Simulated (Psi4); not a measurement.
# C2H3In (SMILES C#[C][InH2]) at BLYP/def2-SVPD (core potential)

What is the vertical singlet–triplet gap of C2H3In at BLYP/def2-SVPD (core potential)? 

The calculation is run with Psi4 1.11.

1 further run of the same task is left out (set aside as unsound or not needed). Runs told in other sessions of the task aren't counted.

### Step 1. Starting point

C2H3In: 6 atoms, total charge 0, spin state singlet. SMILES: `C#[C][InH2]`. The coordinates come from a PBE0-D4/def2-TZVP relaxation.

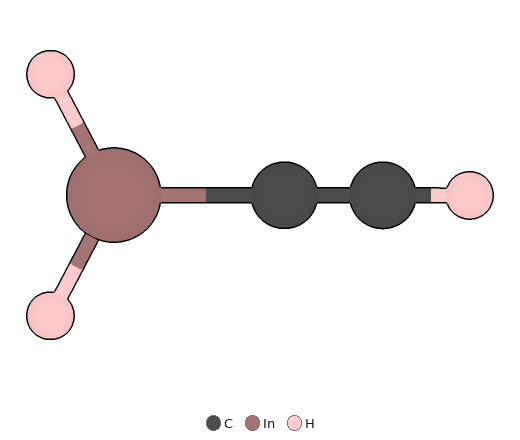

Viewed from a chosen angle; carbon dark grey, indium brown, hydrogen pink.

### Step 2. A single-point energy at BLYP/def2-SVPD (core potential)

Input file run_ase.py:

```python
import numpy as np
from ase.calculators.psi4 import Psi4
from ase import Atoms

a = Atoms(['C', 'C', 'In', 'H', 'H', 'H'], positions=[
    [-0.186600, -1.928000, 0.015100],
    [-0.070400, -0.723400, 0.005900],
    [0.131900, 1.363900, -0.010600],
    [-0.289000, -2.989600, 0.023300],
    [0.673500, 2.081500, -1.468800],
    [-0.259400, 2.195500, 1.435000],
])
calc = Psi4(atoms=a, method='blyp', basis='def2-SVPD', memory='2200MB', num_threads=1, charge=0, multiplicity=1, label='calc')
calc.psi4.set_options({'puream': True, 'e_convergence': 1e-09, 'd_convergence': 1e-08, 'scf_type': 'pk', 'dft_radial_points': 99, 'dft_spherical_points': 590})
a.calc = calc

print(f'energy: {a.get_potential_energy():.6f} eV')
```

On the command line:

```
$ python run_ase.py
```

calc.dat:

```text
[...]
    !!!  WARNING: ECP capability is in beta. Please check occupations closely.  !!!
[...]
  Running in c1 symmetry.
[...]
  Nuclear repulsion =   91.358346393140707
[...]
  Multiplicity = 1
[...]
  Nalpha       = 18
  Nbeta        = 18
[...]
    Number of basis functions: 96
[...]
   @RKS iter   1:  -267.40130450893878   -5.98452e-01   9.43274e-03 ADIIS/DIIS
[...]
   @RKS iter  12:  -267.90757307475178   -3.29692e-12   3.33448e-09 DIIS
[...]
    Orbital Energies [Eh]
    ---------------------
    Doubly Occupied:
       1A     -9.923308     2A     -9.910409     3A     -4.493989
       4A     -2.940699     5A     -2.928836     6A     -2.928123
       7A     -0.704890     8A     -0.697440     9A     -0.696282
      10A     -0.695044    11A     -0.693098    12A     -0.648491
      13A     -0.476243    14A     -0.405064    15A     -0.290242
      16A     -0.272696    17A     -0.249362    18A     -0.237463
[...]
  @RKS Final Energy:  -267.90757307475178
   => Energetics <=
    Nuclear Repulsion Energy =             91.3583463931407067
    One-Electron Energy =                -619.9518240123181840
    Two-Electron Energy =                 289.1515747997648305
    DFT Exchange-Correlation Energy =     -28.4656702553391163
    Empirical Dispersion Energy =           0.0000000000000000
    VV10 Nonlocal Energy =                  0.0000000000000000
    Total Energy =                       -267.9075730747517810
[...]
 Multipole Moments:
 ------------------------------------------------------------------------------------
     Multipole            Electronic (a.u.)      Nuclear  (a.u.)        Total (a.u.)
 ------------------------------------------------------------------------------------
 L = 1.  Multiply by 2.5417464519 to convert [e a0] to [Debye]
 Dipole X            :          3.2958896           -3.2900290            0.0058606
 Dipole Y            :         34.0541923          -33.9949526            0.0592397
 Dipole Z            :         -0.2660585            0.2657071           -0.0003514
 Magnitude           :                                                    0.0595300
[...]
```

On the terminal:

```text
energy: -7290.136390 eV
```

Run time: 21 s. Hardware: 1 thread of Intel Xeon Platinum 8375C at 2.90GHz (Ice Lake), shared host; peak memory 1.2 GiB.

### Step 3. The triplet at the same level

Input file job.json:

```json
{
  "schema_name": "qcschema_input",
  "schema_version": 1,
  "molecule": {
    "schema_name": "qcschema_molecule",
    "schema_version": 2,
    "symbols": ["C", "C", "In", "H", "H", "H"],
    "geometry": [-0.35262289, -3.64339197, 0.02853486, -0.13303672, -1.36702788, 0.01114938, 0.24925488, 2.57739746, -0.0200311, -0.54613085, -5.64952522, 0.04403062, 1.27273054, 3.93346493, -2.77562973, -0.49019496, 4.14889371, 2.71175699],
    "molecular_charge": 0,
    "molecular_multiplicity": 3,
    "fix_symmetry": "c1"
  },
  "driver": "energy",
  "model": {
    "method": "blyp",
    "basis": "def2-SVPD"
  },
  "keywords": {
    "reference": "uks",
    "puream": true,
    "e_convergence": 1e-09,
    "d_convergence": 1e-08,
    "scf_type": "pk",
    "dft_radial_points": 99,
    "dft_spherical_points": 590,
    "maxiter": 100,
    "scf_properties": ["DIPOLE", "LOWDIN_CHARGES", "MULLIKEN_CHARGES"]
  }
}
```

On the command line:

```
$ psi4 --qcschema job.json -n 1 --memory 2200MB
```

stdout, shortened:

```text
[...]
    !!!  WARNING: ECP capability is in beta. Please check occupations closely.  !!!
[...]
  Running in c1 symmetry.
[...]
  Nuclear repulsion =   91.358346432264852
[...]
  Multiplicity = 3
[...]
  Nalpha       = 19
  Nbeta        = 17
[...]
    Number of basis functions: 96
[...]
   @UKS iter   1:  -267.21069122378242   -4.05240e-01   9.65285e-03 ADIIS/DIIS
[...]
   @UKS iter  20:  -267.76194877232155   -2.50111e-12   4.02348e-09 DIIS
[...]
   @S^2 Observed:                2.006088423E+00
[...]
  @UKS Final Energy:  -267.76194877232155
   => Energetics <=
    Nuclear Repulsion Energy =             91.3583464322648524
    One-Electron Energy =                -619.4604949106239928
    Two-Electron Energy =                 288.7345289274106221
    DFT Exchange-Correlation Energy =     -28.3943292213730523
    Empirical Dispersion Energy =           0.0000000000000000
    VV10 Nonlocal Energy =                  0.0000000000000000
    Total Energy =                       -267.7619487723215457
  UHF NO Occupations:
  HONO-2 :   17  A 1.9988756
  HONO-1 :   18  A 1.0000000
[...]
 Multipole Moments:
 ------------------------------------------------------------------------------------
     Multipole            Electronic (a.u.)      Nuclear  (a.u.)        Total (a.u.)
 ------------------------------------------------------------------------------------
 L = 1.  Multiply by 2.5417464519 to convert [e a0] to [Debye]
 Dipole X            :          3.2341802           -3.2900290           -0.0558488
 Dipole Y            :         33.4152572          -33.9949525           -0.5796954
 Dipole Z            :         -0.2613352            0.2657071            0.0043719
 Magnitude           :                                                    0.5823958
[...]
  Mulliken Charges: (a.u.)
   Center  Symbol    Alpha    Beta     Spin     Total
       1     C     3.72373  3.28981  0.43392 -1.01354
       2     C     2.05376  1.86117  0.19259  2.08507
       3    IN    11.44592 10.56813  0.87779 -1.01404
       4     H     0.66083  0.66979 -0.00896 -0.33062
       5     H     0.55794  0.30550  0.25244  0.13656
       6     H     0.55783  0.30560  0.25223  0.13657
   Total alpha = 19.00000, Total beta = 17.00000, Total charge = -0.00000
  Lowdin Charges: (a.u.)
   Center  Symbol    Alpha    Beta     Spin     Total
[...]
```

The result, in JSON:

```text
{
 "driver": "energy",
 "model": {
  "method": "blyp",
  "basis": "def2-SVPD"
 },
 "success": true,
 "return_result": -267.76194877232155,
 "properties": {
  "calcinfo_nbasis": 96,
  "calcinfo_nmo": 96,
  "calcinfo_nalpha": 19,
  "calcinfo_nbeta": 17,
  "calcinfo_natom": 6,
  "nuclear_repulsion_energy": 91.35834643226485,
  "return_energy": -267.76194877232155,
  "scf_one_electron_energy": -619.460494910624,
  "scf_two_electron_energy": 288.7345289274106,
  "scf_xc_energy": -28.394329221373052,
  "scf_dipole_moment": [-0.05584880962606187, -0.5796953550147848, 0.00437189042461833],
  "scf_total_energy": -267.76194877232155,
  "scf_iterations": 20
 }
}
```

It took 41 s on 1 thread of Intel Xeon Platinum 8375C at 2.90GHz (Ice Lake), shared host; peak memory 1.2 GiB.

### Step 4. Results

Level: BLYP/def2-SVPD (core potential).

```
                                        quantity          value
                           singlet: total energy  -267.90757 Eh
                          singlet: dipole moment         0.15 D
                            singlet: HOMO energy       -6.46 eV
                            singlet: LUMO energy       -2.72 eV
                          singlet: HOMO–LUMO gap        3.74 eV
                           triplet: total energy  -267.76195 Eh
                          triplet: dipole moment         1.48 D
     triplet: HOMO energy (highest over α and β)       -2.86 eV
                                   triplet: ⟨S²⟩          2.006
vertical energy of the triplet above the singlet       3.963 eV
```

**Reading.** At this shape the triplet lies 3.96 eV (91 kcal/mol) above the singlet. Mulliken charges (triplet) run from -1.01 on In3 to +2.09 on C2; in a basis this large or diffuse they mean little.
